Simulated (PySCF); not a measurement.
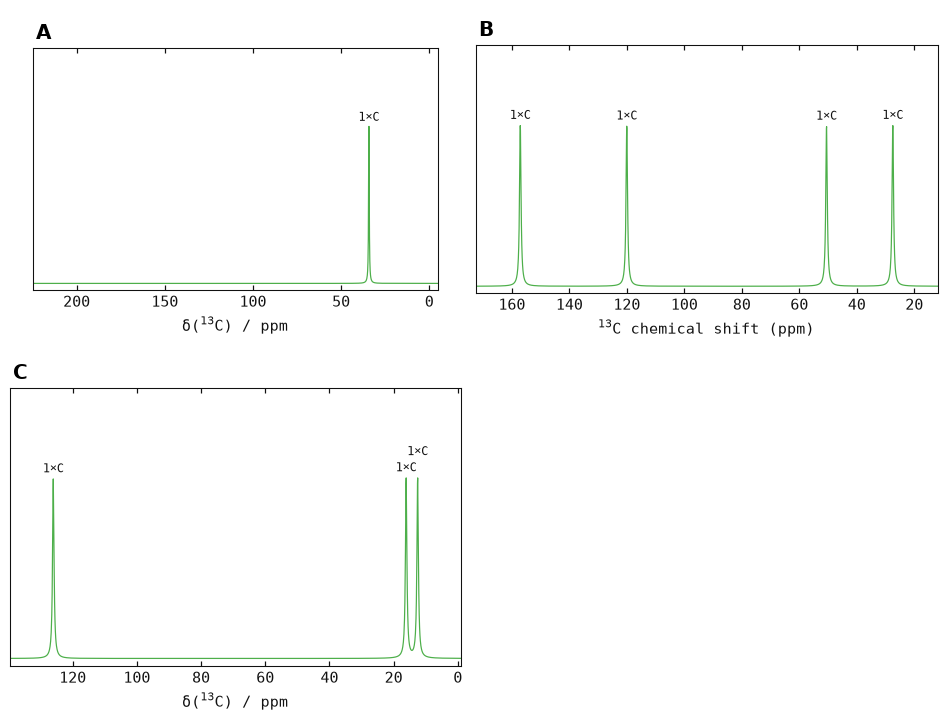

GIAO shifts, PBE0/pcSseg-1 in PySCF, at a GFN2-xTB geometry (no frequency check), against TMS for ¹³C computed at the same level. Gas phase, fully decoupled, line heights follow the number of nuclei, widths are arbitrary (no quadrupolar broadening); values of one conformer, averaged over nuclei that symmetry, rotation about single bonds or inversion at nitrogen exchange, these motions taken as fast; other conformers aren't averaged in.

### Assign the panels.
1. C₄H₆N₂, SMILES C/N=C/CC#N
2. CH₆BNO₂, SMILES NCB(O)O
3. C₃H₆BNO₂, SMILES N#CCCB(O)O

A: 2 (34.3 (1 C) ppm)
B: 1 (157.1 (1 C), 120.0 (1 C), 50.5 (1 C), 27.5 (1 C) ppm)
C: 3 (126.0 (1 C), 16.1 (1 C), 12.5 (1 C) ppm)

Caveats, for all or some of the runs: the tight-binding geometry is rougher than a DFT one and adds to the error.
